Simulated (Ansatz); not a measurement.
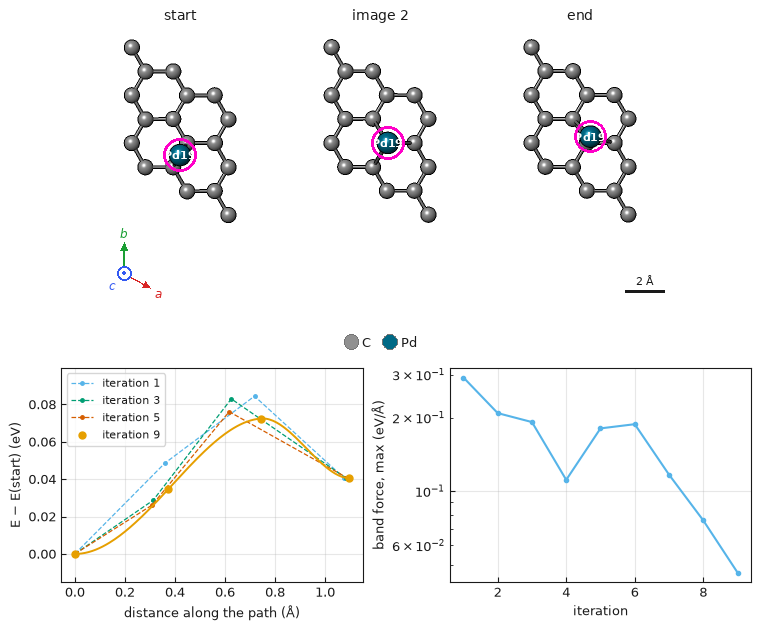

NEB run on Pd on graphene monolayer (19 atoms in the cell). Images are numbered from 0 (start) to 3 (end). The plot follows the band through its iterations. The picture is a ball-and-stick view of the simulation cell, with the vacuum cut short (origin moved), seen along the c axis. The moving atom is ringed, with any periodic copies. Bonds to atoms that aren't drawn are left out.

Computed with DFT PBE, scalar-relativistic, plane waves, PAW in Ansatz 0.2.0. Set-up: plane-wave cutoff 420 eV; k-point mesh 2 × 2 × 1; Gaussian smearing 0.02 eV; 2 movable images; climbing image; force threshold 0.05 eV/Å; iteration limit 38.

Did the band converge, and can the barrier be trusted?

Answer. The run is converged, with reservations. The band converged in 9 iterations. The largest component of the band force went from 0.29 to 0.046 eV/Å. The climbing image converged on the top of the path. Its curvatures weren't checked. So few images resolve the path coarsely. The first iteration put the highest image at 0.084 eV. The energy climbs by 0.072 eV to image 2 and then falls by 0.032 eV, so the end point sits at +0.040 eV.

Limits of the set-up: the periodic images lie only 7.4 Å apart, so the values are limited by the cell's size.

The run took 3.7 min on 1 thread of Intel(R) Xeon(R) Platinum 8175M CPU @ 2.50GHz (Skylake/Cascade Lake), with other jobs on the host, peak memory 0.89 GiB.
